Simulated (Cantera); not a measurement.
Input: 1 mol Ca(OH)2, 1.1 mol CO2, 0.046 mol H2, equilibrated at 13.0 Pa.

Method: chemical equilibrium by Gibbs-energy minimisation in Cantera with the NASA 1993 tables (ideal gas, pure condensed phases). Candidate condensed phases: C, C6H6, C7H8, C8H18, Ca, CaCO3, CaO, Ca(OH)2, H2O; 115 gas species. The numbers say what is thermodynamically allowed, not how fast it happens.

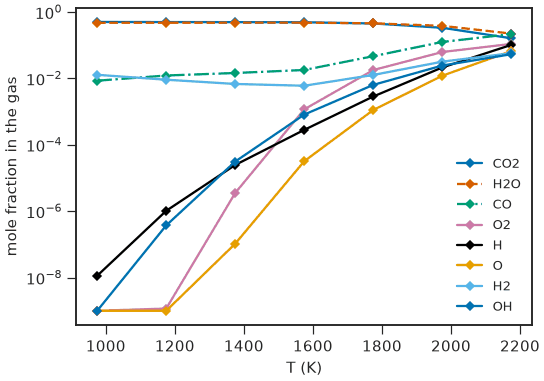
Equilibrium gas composition (values under 1e-9 drawn at 1e-9)

Question: Read off the mole fractions at 1375 K.

Answer: CO2 about 0.50, H2O about 0.48, CO about 0.015, H2 about 0.0068, OH about 3.1e-5, H about 2.5e-5, O2 about 3.6e-6, O about 1.1e-7.
